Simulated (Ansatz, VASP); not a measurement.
**MgS (Niningerite): VASP beside Ansatz**

Wanted: the spread between two codes on one cell, functional and k mesh. The cell is a member of a volume series, scaled by 1.03 from a relaxed one, so a pressure remains.

Main program and level: Ansatz 0.2.0; plane waves, with VASP 6.6.1 beside it; single point at PBEsol and single point at r2SCAN.

## 1. Starting point

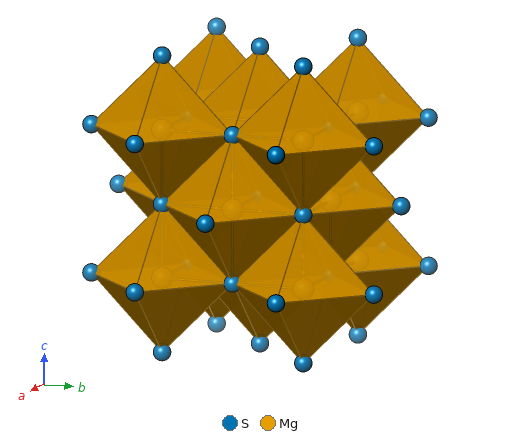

The cell as given, slightly off an axis (sulfur blue, magnesium orange). This picture shows the conventional cell, with its axes. Some periodic images of atoms are drawn too.

## 2. Ansatz: single point, PBEsol

Ansatz runs on its default PAW (the set named soft_2) files.

With cell and atoms fixed, the geometry can't cause a difference; cores, projectors, grids and the points listed under the comparison can.

Input file input.yaml:

```yaml
crystal:
  lattice:
    - [0.0, 2.61441888, 2.61441888]
    - [2.61441888, 0.0, 2.61441888]
    - [2.61441888, 2.61441888, 0.0]
  atoms:
    - { symbol: S, position: [0.5, 0.5, 0.5] }
    - { symbol: Mg, position: [0.0, 0.0, 0.0] }
hamiltonian:
  xc: pbesol
  pseudopotentials: { kind: paw }
kpoints:
  mp_grid: { grid: [8, 8, 8] }
scf:
  occupations: { method: gaussian, width: 0.03 }
  n_extra_bands: 4
output:
  forces: true
  stress: true
  eigenvalues: true
```

The run is started by

```sh
ansatz run input.yaml --threads 2 --pin off --max-ram 4608MiB --backend cpu --events-out ev --progress --plain --runs-dir out
```

Numbers of over 12 decimals in the logs are rounded to 6 here.

Log:

```text
scf.n_extra_bands = 4 over 8 filled bands (N_el = 16.0): the run solves 12 bands
Engine: ansatz 0.2.0, aarch64-unknown-linux-gnu
Pseudopotentials: kind: paw
Pseudopotential: S, paw, valence charge 6, recommended cutoff 420 eV (normal), S.paw.azcp
Pseudopotential: Mg, paw, valence charge 10, recommended cutoff 420 eV (normal), Mg.paw.azcp
Functional definition: PBEsol
  exchange = pbesol_x
  correlation = pbesol_c
Crystal: 2 atoms, lattice volume = 35.740 Å³
Basis set: ecut = 420 eV, 725 PW (Γ), exchange–correlation on 50×50×50 points (8 copies of the dense FFT grid, shifted against one another)
Bands: 12, of which v1, the nominal top of the filled ones, is band 8 counted from 1 (7 counted from 0)
Symmetry: 48 space group operations
Space group: Fm-3m (ITA 225), of the structure as read, at distance tolerance 3.3e-5 Å
k-points: 29 of 512
Non-local potential: S, projectors of the file, l = 0: 2, l = 1: 2, l = 2: 2
Non-local potential: Mg, projectors of the file, l = 0: 3, l = 1: 2, l = 2: 1
PAW form: soft (Blöchl's): semilocal exchange-correlation on the pseudo side does not see the compensation charge
PAW frozen core: S, regenerated for the run's functional, and the local potential with it (the file was generated under x = pbe(κ = 0.804, μ = 0.219515), c = pbe(β = 0.066725))
PAW frozen core: Mg, regenerated for the run's functional, and the local potential with it (the file was generated under x = pbe(κ = 0.804, μ = 0.219515), c = pbe(β = 0.066725))
PAW one-centre angular grid: S, 110 points (default); XC on 64 Gauss nodes
PAW one-centre angular grid: Mg, 110 points (default); XC on 64 Gauss nodes
Initial density: superposition of atomic densities (neutral atoms: chi_scale 0, normalization atom), corrected by the library's trained network
Initial wavefunctions: pseudopotential atomic-orbital guess
Functional: x = pbesol(κ = 0.804, μ = 0.123457), c = pbesol(β = 0.046)
SCF iter   1: F=—  HF=-2799.914442 eV  |F-HF|=—  |Δ(HF+E_count)|=         —  Δρ=3.80e-3  dr2=7.35e-3  ethr=1.77e-3  ⟨swp⟩=6.7  Hψ=2087  notcnv=0
preconditioner: auto → none  [insulator: Δε(μ)=2.607 eV  Ē_g=11.559 eV  σ=0.030 eV  W_gap=1.00  n_scr=8 (ndim 8)  ℏωp=17.6 eV  f_vac=0.000  D(μ)=0.00/eV (n_scr^D=0)  ε∞_Penn≈3.3]
SCF iter   2: F=—  HF=-2799.911572 eV  |F-HF|=—  |Δ(HF+E_count)|=   2.87e-3  Δρ=1.11e-3  dr2=2.91e-4  ethr=4.59e-5  ⟨swp⟩=2.0  Hψ=793  notcnv=0
SCF iter   3: F=—  HF=-2799.911575 eV  |F-HF|=—  |Δ(HF+E_count)|=   2.74e-6  Δρ=3.83e-4  dr2=3.02e-5  ethr=1.82e-6  ⟨swp⟩=2.3  Hψ=545  notcnv=0
SCF iter   4: F=—  HF=-2799.911598 eV  |F-HF|=—  |Δ(HF+E_count)|=   2.29e-5  Δρ=4.66e-5  dr2=4.55e-7  ethr=1.89e-7  ⟨swp⟩=1.0  Hψ=348  notcnv=0
iter 5 did not close the SCF: its close was put off for the readings that it lacked (scf_convergence_deferred on its scf_iter line)
SCF iter   5: F=-2799.911598 eV  HF=-2799.911598 eV  |F-HF|=1.67e-9  |Δ(HF+E_count)|=   2.62e-7  Δρ=4.00e-6  dr2=1.81e-9  ethr=2.84e-9  ⟨swp⟩=2.1  Hψ=516  notcnv=0
SCF iter   6: F=-2799.911598 eV  HF=-2799.911598 eV  |F-HF|=3.77e-11  |Δ(HF+E_count)|=   1.63e-9  Δρ=4.07e-7  dr2=6.00e-11  ethr=1.13e-11  ⟨swp⟩=2.0  Hψ=1033  notcnv=0
SCF 1 converged in 6 iterations: F = -2799.911598 eV  dr2 = 6.00e-11
  greatest PAW one-centre occupation: 1.000 electrons in one spin orbital (limit 2), on the Mg atom at site 1 (counted from 0), in its partial waves of l = 0
SCF converged after 6 iterations
Free energy (F): -2799.911598 eV
Harris-Foulkes:  -2799.911598 eV  (|F-HF|=3.77e-11)
Internal energy: -2799.911598 eV  (E = F + TS)
E sigma→0 (E₀):  -2799.911598 eV
Fermi energy:    7.501902 eV
--- Per-component energies (eV) ---
  E_band       = -333.455886
  E_kinetic    = 184.460215
  E_local      = -1673.015158  (includes V_loc(G=0)·N_el)
  E_nonlocal   = 124.232744
  E_hartree    = 594.799932
  E_xc         = -126.114992
  E_vxc        = -126.317112  (∫ρ·V_xc dr)
  E_paw        = -865.752780  (= ΣΔE_a)
  E_vpaw       = -32.416502  (= ΣTr[D̂ρ^β])
  E_aug_tail   = -0.000001  (compensation charges beyond the density's cutoff)
  E_ewald      = -1038.642371
  E_core_change = 0.120812  (= ΣΔE_core)
  E_smearing   = -0.000000  (= −TS)
  E_closure    = 0.000000  (closes the sum)
  Σ components = -2799.911598   (vs F -2799.911598, Δ=0.00e0)
--- Forces (eV/Å), atoms counted from 1 ---
  atom   1  S      0.00000000     0.00000000    -0.00000000
  atom   2  Mg    -0.00000000    -0.00000000     0.00000000
  max |Σ_I F_I| component: 4.03e-30 eV/Å
--- Stress (GPa, compression-positive) ---
       -1.993713       0.000000      -0.000000
        0.000000      -1.993713       0.000000
        0.000000       0.000000      -1.993713
  P = ⅓ Tr σ = -1.9937 GPa (-19.937 kbar)
--- Band table (eV; the first three rows and the last of 29) ---
  k-point 0: bands = [... 4 lower, -6.4317, 6.1655, 6.1655, 6.1655, 9.6465, 13.9878, 13.9878, 13.9878]
  k-point 1: bands = [... 4 lower, -6.2817, 5.1065, 6.0660, 6.0660, 10.4636, 13.6550, 14.2303, 14.2303]
  k-point 2: bands = [... 4 lower, -5.8765, 3.3560, 5.8490, 5.8490, 10.9359, 13.8523, 13.8523, 14.2762]
  k-point 28: bands = [... 4 lower, -4.7332, 2.9526, 2.9526, 3.8159, 11.3080, 13.9566, 13.9566, 14.0676]
```

The job ended after 1 s (2 threads of Arm Neoverse N1, shared host; peak memory 0.24 GiB; 1.7 s of CPU time).

The run ends at a pressure of -1.99 GPa.

## 3. VASP: single point, PBEsol

The same cell, functional, mesh and smearing now go to VASP, with its own data sets and cutoff.

Lines of VASP's logs that name or quote its potential files are left out, and so is its time.

The input asks for a relaxation, which ended at its first step since no free force or stress exceeded the threshold; so it serves as a single point.

Input file INCAR:

```
SYSTEM = MgS
PREC = Accurate
ENCUT = 500
EDIFF = 1E-07
NELM = 100
ISMEAR = 0
SIGMA = 0.03
LREAL = .FALSE.
ALGO = Normal
GGA = PS
NBANDS = 10
LORBIT = 11
LWAVE = .FALSE.
LCHARG = .FALSE.
KPAR = 4
IBRION = 2
NSW = 50
ISIF = 4
EDIFFG = -0.002
```

Input file POSCAR:

```
MgS
1.0
    0.0000000000      2.6144188819      2.6144188819
    2.6144188819      0.0000000000      2.6144188819
    2.6144188819      2.6144188819      0.0000000000
S Mg
1 1
Direct
    0.5000000000      0.5000000000      0.5000000000
    0.0000000000      0.0000000000      0.0000000000
```

Input file KPOINTS:

```
Automatic mesh
0
Gamma
8 8 8
0 0 0
```

The projector-augmented-wave data sets are S and Mg (PBE family, release 64).

The run is started by

```sh
mpirun -np 4 vasp_std
```

Log:

```text
[banner, memory and clock lines left out]
running    4 mpi-ranks, on    1 nodes
 distrk:  each k-point on    1 cores,    4 groups
 distr:  one band on    1 cores,    1 groups

 POSCAR found type information on POSCAR S Mg
 POSCAR found :  2 types and       2 ions
|                                                                             |
|               ----> ADVICE to this user running VASP <----                  |
|                                                                             |
|     You enforced a specific xc type in the INCAR file but a different       |
|     [... a line on the potential file left out ...]
|     I HOPE YOU KNOW WHAT YOU ARE DOING!                                     |
|                                                                             |

 LDA part: xc-table for (Slater+PW92), standard interpolation
 POSCAR, INCAR and KPOINTS ok, starting setup
 FFT: planning ... GRIDC
 FFT: planning ... GRID_SOFT
 FFT: planning ... GRID
 WAVECAR not read
 entering main loop
       N       E                     dE             d eps       ncg     rms          rms(c)
DAV:   1     0.197860137206E+02    0.19786E+02   -0.34877E+03   604   0.624E+02
DAV:   2    -0.814491407495E+01   -0.27931E+02   -0.26499E+02   708   0.996E+01
DAV:   3    -0.943548279964E+01   -0.12906E+01   -0.12878E+01   750   0.235E+01
DAV:   4    -0.944353742357E+01   -0.80546E-02   -0.80531E-02   702   0.204E+00
DAV:   5    -0.944357952137E+01   -0.42098E-04   -0.42097E-04   720   0.151E-01    0.404E+00
DAV:   6    -0.911201213152E+01    0.33157E+00   -0.74381E-01   624   0.357E+00    0.304E+00
DAV:   7    -0.907095799089E+01    0.41054E-01   -0.19111E-01   666   0.196E+00    0.190E+00
DAV:   8    -0.906812363941E+01    0.28344E-02   -0.10949E-02   646   0.648E-01    0.727E-01
DAV:   9    -0.906788460188E+01    0.23904E-03   -0.57232E-04   652   0.140E-01    0.311E-01
DAV:  10    -0.906787182047E+01    0.12781E-04   -0.15576E-04   664   0.594E-02    0.156E-02
DAV:  11    -0.906787276320E+01   -0.94273E-06   -0.17620E-06   696   0.916E-03    0.176E-02
DAV:  12    -0.906787256355E+01    0.19965E-06   -0.17499E-07   614   0.239E-03    0.514E-03
DAV:  13    -0.906787244950E+01    0.11405E-06   -0.10399E-07   338   0.146E-03    0.164E-04
DAV:  14    -0.906787244932E+01    0.18377E-09   -0.36086E-09   332   0.477E-04
   1 F= -.90678724E+01 E0= -.90678724E+01  d E =-.906787E+01
 curvature:   0.00 expect dE= 0.000E+00 dE for cont linesearch  0.000E+00
 trial: gam= 0.00000 g(F)=  0.182E-60 g(S)=  0.123E-32 ort = 0.000E+00 (trialstep = 0.100E+01)
 search vector abs. value=  0.100E-09
 reached required accuracy - stopping structural energy minimisation
```

OUTCAR, selected parts (step 3):

```text
ion  position               nearest neighbor table
   1  0.500  0.500  0.500-   2 2.61   2 2.61   2 2.61   2 2.61   2 2.61   2 2.61
   2  0.000  0.000  0.000-   1 2.61   1 2.61   1 2.61   1 2.61   1 2.61   1 2.61

  LATTYP: Found a face centered cubic cell.
 ALAT       =     5.2288377638

 Subroutine GETGRP returns: Found 48 space group operations
 (whereof 48 operations were pure point group operations)

The static configuration has the point symmetry O_h .

 Found     29 irreducible k-points:

   k-points           NKPTS =     29   k-points in BZ     NKDIM =     29   number of bands    NBANDS=     10

   dimension x,y,z NGX =    28 NGY =   28 NGZ =   28
   dimension x,y,z NGXF=    56 NGYF=   56 NGZF=   56

   ENCUT  =  500.0 eV  36.75 Ry    6.06 a.u.   6.74  6.74  6.74*2*pi/ulx,y,z

   NELECT =       8.0000    total number of electrons

 k-points in reciprocal lattice and weights: Automatic mesh
   0.00000000  0.00000000  0.00000000       0.002
   0.12500000  0.00000000  0.00000000       0.016
   0.25000000  0.00000000  0.00000000       0.016
   0.37500000  0.00000000  0.00000000       0.016
   0.50000000  0.00000000  0.00000000       0.008
   0.12500000  0.12500000  0.00000000       0.012
   0.25000000  0.12500000  0.00000000       0.047
   0.37500000  0.12500000  0.00000000       0.047
   0.50000000  0.12500000  0.00000000       0.047
[...]
-0.37500000  0.50000000  0.12500000       0.023
  -0.25000000  0.50000000  0.25000000       0.012

 average (electrostatic) potential at core
       1 -86.3250       2 -36.7121

 E-fermi :   3.7526

 k-point     1 :       0.0000    0.0000    0.0000
  band No.  band energies     occupation
      1      -9.0547      2.00000
      2       3.5452      2.00000
      3       3.5452      2.00000
      4       3.5452      2.00000
      5       7.0248      0.00000
      6      11.4080      0.00000
      7      11.4080      0.00000
      8      11.4080      0.00000
      9      13.8397      0.00000
    ...

 k-point     2 :       0.1250    0.0000    0.0000
  band No.  band energies     occupation
      1      -8.9055      2.00000
      2       2.4845      2.00000
      3       3.4452      2.00000
      4       3.4452      2.00000
      5       7.8427      0.00000
      6      11.0659      0.00000
      7      11.6525      0.00000
      8      11.6525      0.00000
      9      13.1752      0.00000
    ...

 k-point     3 :       0.2500    0.0000    0.0000
  band No.  band energies     occupation
      1      -8.5022      2.00000
      2       0.7320      2.00000
      3       3.2276      2.00000
      4       3.2276      2.00000
      5       8.3197      0.00000
      6      11.2678      0.00000
      7      11.2678      0.00000
      8      11.6765      0.00000
      9      13.7347      0.00000
    ...

  Total       -0.4903410     -0.4903410     -0.4903410      0.0000000      0.0000000      0.0000000
  in kB      -21.9812936    -21.9812936    -21.9812936      0.0000000      0.0000000      0.0000000
  external PRESSURE =     -21.9812936 kB  Pullay stress =       0.0000000 kB

  energy-cutoff  :      500.00
  volume of cell :       35.74
      direct lattice vectors                 reciprocal lattice vectors
     0.000000000  2.614418882  2.614418882    -0.191247089  0.191247089  0.191247089
     2.614418882  0.000000000  2.614418882     0.191247089 -0.191247089  0.191247089
     2.614418882  2.614418882  0.000000000     0.191247089  0.191247089 -0.191247089

 POSITION                                       TOTAL-FORCE (eV/Angst)
 -----------------------------------------------------------------------------------
      2.61442      2.61442      2.61442         0.000000      0.000000     -0.000000
      0.00000      0.00000      0.00000        -0.000000     -0.000000      0.000000
 -----------------------------------------------------------------------------------
    total drift:                                0.000000      0.000000      0.000000

  FREE ENERGIE OF THE ION-ELECTRON SYSTEM (eV)
  ---------------------------------------------------
  free  energy   TOTEN  =        -9.0678724493 eV

  energy  without entropy=       -9.0678724493  energy(sigma->0) =       -9.06787245

 reached required accuracy - stopping structural energy minimisation

 total charge
# of ion       s       p       d       tot
------------------------------------------
    1        1.309   2.471   0.000   3.780
    2        0.136   0.126   0.038   0.300
--------------------------------------------------
tot          1.445   2.597   0.038   4.080

[... 3 further parts left out ...]
```

CONTCAR:

```
MgS
   1.00000000000000
     0.0000000000000000    2.6144188818999998    2.6144188818999998
     2.6144188818999998    0.0000000000000000    2.6144188818999998
     2.6144188818999998    2.6144188818999998    0.0000000000000000
  S               Mg
     1     1
Direct
     0.5000000000000000    0.5000000000000000    0.5000000000000000
     0.0000000000000000    0.0000000000000000    0.0000000000000000
```

## 4. Differences

Known differences besides the PAW data sets themselves: the data sets hold 16 valence electrons in Ansatz (default PAW (the set named soft_2) files) and 8 in VASP; the cutoff is 420 eV in Ansatz and 500 eV in VASP; Ansatz makes its cores anew for this functional, VASP keeps those of its PBE data sets; VASP leaves aspherical gradient terms in its spheres out (LASPH is not set), Ansatz keeps them. Total energies have different zeros and are not compared.

Compared:

```csv
quantity,Ansatz,VASP,difference
pressure (GPa),-1.99,-2.20,+0.20
gap on the k mesh (eV),2.673,2.674,-0.001
```

## 5. What moves the difference

An all-electron run, which needs no data sets, serves as referee.

```csv
run,difference in gap on the k mesh (eV)
as above,-9.8e-4
Ansatz's all-electron LAPW method,6.7e-4
```

## 6. VASP: single point, r2SCAN

A single point gives forces, pressure and levels at one fixed geometry, so differences don't come from the geometry; what else differs is listed under the comparison. The cell compared in this pair holds 34.48 Å³, against 35.74 Å³ for the pair before.

The input asks for a relaxation, which ended at its first step since no free force or stress exceeded the threshold; so it serves as a single point.

Input file INCAR:

```
SYSTEM = MgS
PREC = Accurate
ENCUT = 500
EDIFF = 1E-06
NELM = 100
ISMEAR = 0
SIGMA = 0.03
LREAL = .FALSE.
ALGO = Normal
METAGGA = R2SCAN
LASPH = .TRUE.
NBANDS = 10
LORBIT = 11
LWAVE = .FALSE.
LCHARG = .FALSE.
KPAR = 4
IBRION = 2
NSW = 30
ISIF = 4
EDIFFG = -0.01
```

Input file POSCAR:

```
MgS
1.0
    0.0000000000      2.5832780146      2.5832780146
    2.5832780146      0.0000000000      2.5832780146
    2.5832780146      2.5832780146      0.0000000000
S Mg
1 1
Direct
    0.5000000000      0.5000000000      0.5000000000
    0.0000000000      0.0000000000      0.0000000000
```

KPOINTS is that of step 3.

The run is started by

```sh
mpirun -np 4 vasp_std
```

Log:

```text
[banner, memory and clock lines left out]
running    4 mpi-ranks, on    1 nodes
[...]
[... a notice as in an earlier step ...]

 LDA part: xc-table for (None), standard interpolation
 POSCAR, INCAR and KPOINTS ok, starting setup
[...]
entering main loop
       N       E                     dE             d eps       ncg     rms          rms(c)
DAV:   1     0.155929956332E+02    0.15593E+02   -0.36553E+03   580   0.652E+02
DAV:   2    -0.156990122278E+02   -0.31292E+02   -0.30223E+02   724   0.109E+02
DAV:   3    -0.170766274670E+02   -0.13776E+01   -0.13753E+01   744   0.254E+01
DAV:   4    -0.170843801537E+02   -0.77527E-02   -0.77520E-02   706   0.223E+00
[...]
DAV:  11    -0.155083660086E+02   -0.20065E-05   -0.24932E-06   656   0.122E-02    0.105E-02
DAV:  12    -0.155083649456E+02    0.10630E-05   -0.12870E-07   342   0.226E-03    0.258E-03
DAV:  13    -0.155083649023E+02    0.43329E-07   -0.24957E-08   320   0.112E-03
   1 F= -.15508365E+02 E0= -.15508365E+02  d E =-.155084E+02
[...]
reached required accuracy - stopping structural energy minimisation
```

OUTCAR, selected parts (step 6):

```text
  Total        0.2734563      0.2734563      0.2734563      0.0000000      0.0000000      0.0000000
  in kB       12.7073517     12.7073517     12.7073517      0.0000000      0.0000000      0.0000000
  external PRESSURE =      12.7073517 kB  Pullay stress =       0.0000000 kB

 POSITION                                       TOTAL-FORCE (eV/Angst)
 -----------------------------------------------------------------------------------
      2.58328      2.58328      2.58328         0.000000      0.000000     -0.000000
      0.00000      0.00000      0.00000        -0.000000     -0.000000      0.000000
 -----------------------------------------------------------------------------------
    total drift:                                0.000000      0.000000      0.000000

  FREE ENERGIE OF THE ION-ELECTRON SYSTEM (eV)
  ---------------------------------------------------
  free  energy   TOTEN  =       -15.5083649023 eV

  energy  without entropy=      -15.5083649023  energy(sigma->0) =      -15.50836490

[... 2 parts as in an earlier step ...]

[... 2 further parts left out ...]
[key lines of the parts left out:]
E-fermi :   3.8921
```

## 7. Ansatz: single point, r2SCAN

The same cell, functional, mesh and smearing now go to Ansatz, which takes its cutoff from its data sets.

The cell is a member of a volume series, scaled by 0.985 from a relaxed one, so a pressure remains.

input.yaml, the sections that differ from step 2:

```yaml
crystal:
  lattice:
    - [0.0, 2.58327801, 2.58327801]
    - [2.58327801, 0.0, 2.58327801]
    - [2.58327801, 2.58327801, 0.0]
  atoms:
    - { symbol: S, position: [0.5, 0.5, 0.5] }
    - { symbol: Mg, position: [0.0, 0.0, 0.0] }
hamiltonian:
  xc: r2scan
  pseudopotentials: { kind: paw }
# kpoints, scf, output: as in step 2
```

The run is started by

```sh
ansatz run input.yaml --threads 2 --pin off --max-ram 4608MiB --backend cpu --events-out ev --progress --plain --runs-dir out
```

Log:

```text
[...]
Crystal: 2 atoms, lattice volume = 34.478 Å³
Basis set: ecut = 500 eV, 893 PW (Γ), exchange–correlation on 108×108×108 points (64 copies of the dense FFT grid, shifted against one another)
Bands: 12, of which v1, the nominal top of the filled ones, is band 8 counted from 1 (7 counted from 0)
Symmetry: 48 space group operations
[...]
k-points: 29 of 512
[...]
--- Band table (eV; the first three rows and the last of 29) ---
  k-point 0: bands = [... 4 lower, -6.9046, 6.4073, 6.4073, 6.4073, 11.2288, 14.8731, 14.8731, 14.8731]
  k-point 1: bands = [... 4 lower, -6.7430, 5.3802, 6.2964, 6.2964, 11.9692, 14.6389, 15.1453, 15.1453]
  k-point 2: bands = [... 4 lower, -6.3058, 3.5564, 6.0543, 6.0543, 12.1950, 14.8267, 14.8267, 15.6624]
  k-point 28: bands = [... 4 lower, -5.0640, 3.0352, 3.0352, 4.0015, 12.4086, 15.0320, 15.0320, 15.2971]
[key lines of the parts left out:]
SCF converged after 6 iterations
Free energy (F): -2835.572072 eV
Fermi energy:    8.160876 eV
P = ⅓ Tr σ = 1.7614 GPa (17.614 kbar)
```

Run time: 2.3 s. Hardware: 2 threads; peak memory 0.32 GiB.

The run ends at a pressure of 1.76 GPa.

(Part 1 of 2 ends here.)

[Lines on the potential files, build, host, timing and source positions are cut from VASP's logs without a mark.]

[Logs are printed without paths, hosts, clocks, repeated set-up lines and the standing remarks that a program may print on its own settings, such as how far it seeks lower states.]

[Hosts, paths, dates, database ids (printed as entryN), source tags and the programs' standing remarks are cut or masked in the printed files.]
